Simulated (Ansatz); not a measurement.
Consider CH6O3Sn.

```yaml
atoms:
  - { symbol: C, position_ang: [-2.2992, 1.3536, 1.1163] }
  - { symbol: O, position_ang: [-1.1507, -0.7798, 3.5203] }
  - { symbol: O, position_ang: [-2.6859, -2.0375, 1.0540] }
  - { symbol: O, position_ang: [0.2396, -0.8867, 0.6779] }
  - { symbol: Sn, position_ang: [-1.4905, -0.5485, 1.5822] }
  - { symbol: H, position_ang: [-3.3680, 1.2406, 0.8923] }
  - { symbol: H, position_ang: [-2.1640, 2.0188, 1.9792] }
  - { symbol: H, position_ang: [-1.7726, 1.7592, 0.2424] }
  - { symbol: H, position_ang: [-1.5479, -1.5998, 3.8387] }
  - { symbol: H, position_ang: [-2.2040, -2.6894, 0.5303] }
  - { symbol: H, position_ang: [0.9046, -1.1749, 1.3152] }
```

Geometry: PBE0-D4/def2-SVP; core potentials replace the inner electrons of Sn.

Computed with isolated molecule in a Gaussian basis; Kohn-Sham density functional theory, functional PBE0 in Ansatz 0.2.0.

What can the converged electron density and electron localisation function tell about the bonding?

Sn–O (1.98 Å): ρ is about 0.73 e/Å³ halfway; the ELF peaks at about 0.85 in the valence shell of O, 0.6 Å from its nucleus, and drops to about 0.15 between the two atoms.
O–H (0.97 Å): ρ at the midpoint is about 3.6 e/Å³; the ELF climbs to about 1 towards the hydrogen, as it does in any bond to H: an ordinary covalent bond to hydrogen.

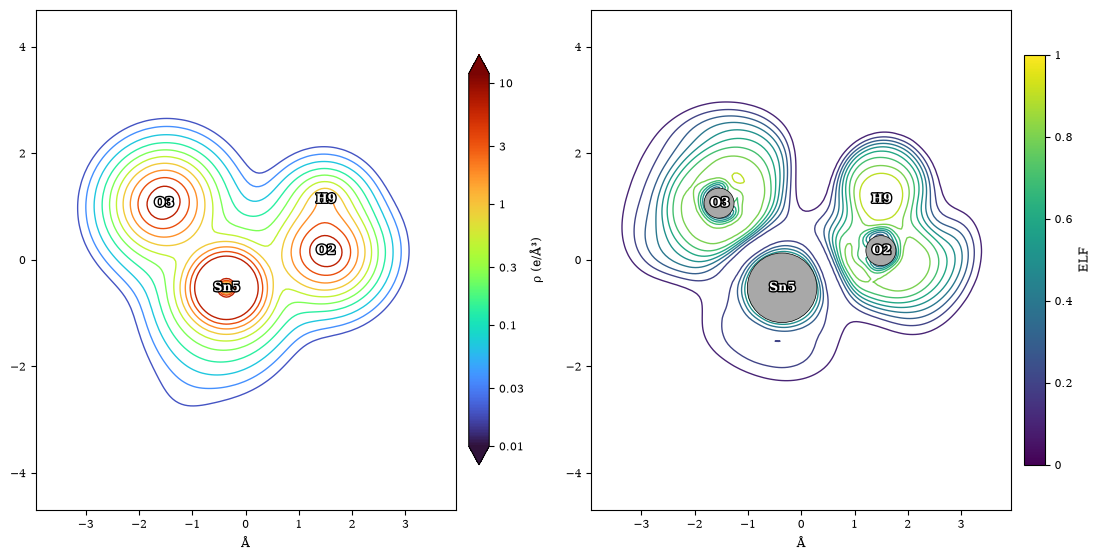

Computed electron density and electron localisation function on the plane of atoms O2, Sn5 and O3, in this order. Grey discs cover the atomic cores in the ELF map. 
